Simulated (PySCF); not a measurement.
## Run report: C₆H₇FN₂Si, NMR shielding calculation

System: C₆H₇FN₂Si.
Method: GIAO PBE0/6-31G* NMR shielding, non-relativistic, gas phase (PySCF 2.14.0).

The geometry comes from this level: GFN2-xTB. Figures and captions count atoms from 1; the log counts them from 0 in places.

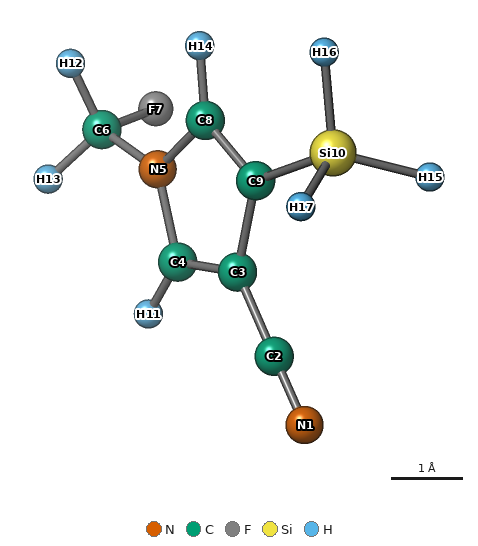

*The structure (ball-and-stick view, seen at a tilt; atoms are numbered from 1 in the order of the input).*

Bond lengths as drawn: C–C 1.37 to 1.43 Å, C–F 1.38 Å, C–H 1.07 to 1.10 Å, C–N 1.15 to 1.42 Å, C–Si 1.88 Å and H–Si 1.46 Å.

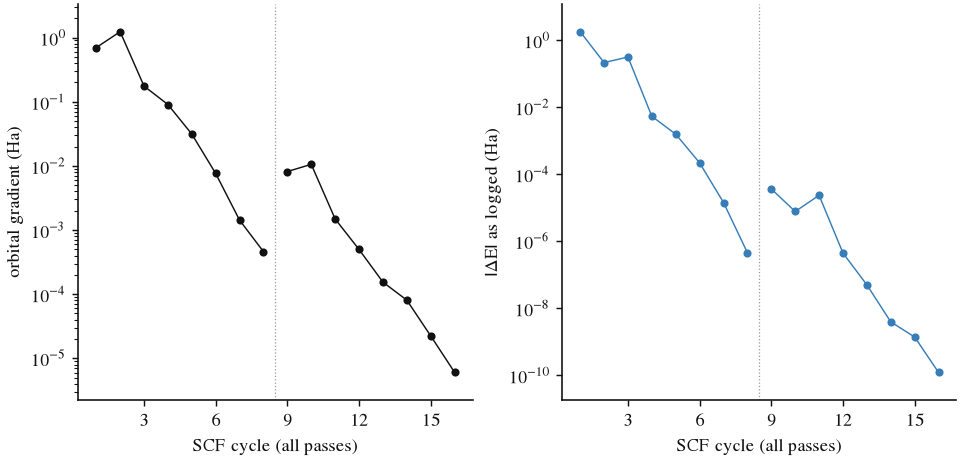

*Convergence of the self-consistent field: orbital gradient and size of the energy change against the SCF cycle. The dotted line marks the change from a coarse to the final integration grid.*

The first 8 cycles use a coarse grid, the final grid takes over at cycle 9, and the field converges after 16 cycles in all.

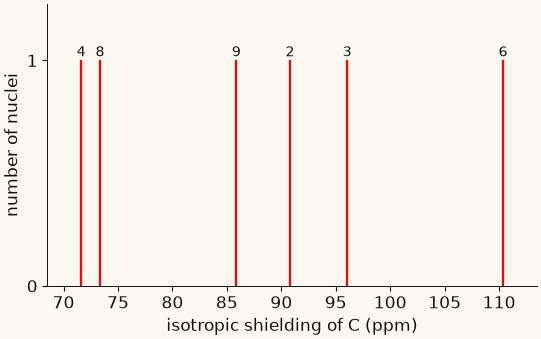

*Isotropic shieldings of the carbon nuclei in this fixed geometry, labelled by atom number; shielding grows to the right, so chemical shift grows to the left.*

The least shielded is C4 (71.6 ppm), the most shielded C6 (110.4 ppm).

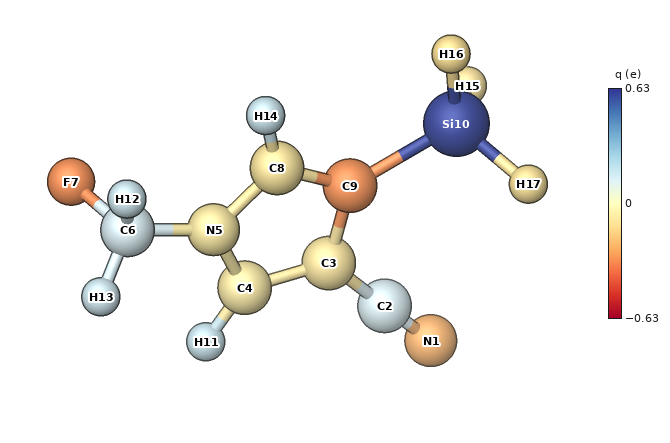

*IAO charges, as the colour of each atom (ball-and-stick view, seen at a tilt; atoms are numbered from 1 in the order of the input).*

By element: N −0.25 to −0.07, C −0.31 to +0.13, F −0.31, Si +0.60 and H −0.11 to +0.17 e.

The input that produced these results follows, with the program's output.

**Input file**
```
{"job": {"xc": "PBE0", "basis": "6-31G*", "kind": "nmr", "pop": true}, "charge": 0, "multiplicity": 1}
N     -2.342637     2.922759     0.192589
C     -1.546976     2.096418     0.161372
C     -0.584955     1.078994     0.124555
C      0.773768     1.236638     0.249083
N      1.351643     0.005534     0.176707
C      2.745515    -0.252378     0.196701
F      3.269391    -0.197500    -1.074997
C      0.367630    -0.927876    -0.009259
C     -0.854271    -0.318630    -0.042675
Si    -2.543046    -1.102956    -0.265144
H      1.356048     2.126887     0.385313
H      2.950564    -1.261581     0.573587
H      3.276696     0.506084     0.784340
H      0.610574    -1.968083    -0.100874
H     -3.120401    -0.646126    -1.529118
H     -2.339346    -2.553316    -0.284787
H     -3.390893    -0.717967     0.862984
```

The first line tells a small driver script what to run in PySCF; the rest is the geometry in Å.

Command:
```bash
OMP_NUM_THREADS=1 python <driver script> task.json out
```

**Log**
```
coarse grid: 15696 points
cycle   1  E = -730.9826406514  dE =  1.782e+00  |g| = 6.962e-01  |ddm| = 4.515e+00
cycle   2  E = -730.7693712090  dE =  2.133e-01  |g| = 1.231e+00  |ddm| = 2.027e+00
cycle   3  E = -731.0830851343  dE = -3.137e-01  |g| = 1.748e-01  |ddm| = 1.394e+00
cycle   4  E = -731.0884093550  dE = -5.324e-03  |g| = 9.020e-02  |ddm| = 2.304e-01
cycle   5  E = -731.0899671577  dE = -1.558e-03  |g| = 3.123e-02  |ddm| = 1.064e-01
cycle   6  E = -731.0901841436  dE = -2.170e-04  |g| = 7.598e-03  |ddm| = 3.580e-02
cycle   7  E = -731.0901983798  dE = -1.424e-05  |g| = 1.422e-03  |ddm| = 9.261e-03
cycle   8  E = -731.0901988332  dE = -4.534e-07  |g| = 4.597e-04  |ddm| = 1.901e-03
final grid: 150368 points
cycle   9  E = -731.0107787628  dE = -3.626e-05  |g| = 8.147e-03  |ddm| = 3.423e-02
cycle  10  E = -731.0107710731  dE =  7.690e-06  |g| = 1.055e-02  |ddm| = 1.898e-02
cycle  11  E = -731.0107944353  dE = -2.336e-05  |g| = 1.485e-03  |ddm| = 1.050e-02
cycle  12  E = -731.0107948782  dE = -4.428e-07  |g| = 4.970e-04  |ddm| = 2.008e-03
cycle  13  E = -731.0107949279  dE = -4.976e-08  |g| = 1.541e-04  |ddm| = 5.337e-04
cycle  14  E = -731.0107949318  dE = -3.911e-09  |g| = 8.059e-05  |ddm| = 2.072e-04
cycle  15  E = -731.0107949332  dE = -1.380e-09  |g| = 2.238e-05  |ddm| = 8.984e-05
cycle  16  E = -731.0107949333  dE = -1.216e-10  |g| = 6.040e-06  |ddm| = 2.857e-05
converged SCF energy = -731.0107949333

GIAO shielding tensors (ppm)
atom      isotropic    diamagn.    paramagn.     s11        s22        s33       span
  0 N      -10.431     346.163    -356.594   -161.474   -112.135    242.317    403.790
  1 C       90.797     257.752    -166.955    -13.074     -5.532    290.996    304.069
  2 C       96.052     258.195    -162.143     30.630     95.888    161.638    131.008
  3 C       71.621     259.282    -187.661     -1.881     76.443    140.302    142.183
  4 N       92.158     331.140    -238.982     35.323     53.262    187.889    152.566
  5 C      110.364     237.788    -127.424     89.589    102.943    138.560     48.971
  6 F      357.419     468.752    -111.333    279.197    343.274    449.786    170.590
  7 C       73.349     260.838    -187.489      1.318     84.879    133.851    132.533
  8 C       85.874     253.559    -167.685     26.071     53.522    178.030    151.959
  9 Si     467.838     884.674    -416.836    450.793    464.113    488.609     37.816
 10 H       25.298      30.246      -4.947     22.117     26.112     27.666      5.549
 11 H       26.459      27.252      -0.793     22.419     26.970     29.987      7.568
 12 H       26.457      26.770      -0.313     22.340     26.972     30.060      7.721
 13 H       25.759      32.268      -6.509     21.779     27.065     28.432      6.653
 14 H       27.651      29.870      -2.219     24.274     25.968     32.711      8.437
 15 H       27.873      30.011      -2.138     23.924     27.046     32.647      8.723
 16 H       27.625      29.821      -2.195     24.040     26.316     32.520      8.480
```

**Key numbers**

| quantity | value |
| --- | --- |
| outcome | converged |
| total energy | −731.010795 hartree |
| HOMO | −6.99 eV |
| LUMO | −0.45 eV |
| dipole moment | 5.63 D |
| isotropic shielding, N | −10.4 to 92.2 ppm |
| isotropic shielding, C | 71.6 to 110.4 ppm |
| isotropic shielding, F | 357.4 ppm |
| isotropic shielding, Si | 467.8 ppm |
| isotropic shielding, H | 25.3 to 27.9 ppm |
| hardware | 1 CPU thread, shared host |
| wall time | 24 s |
| peak memory | 0.77 GiB |
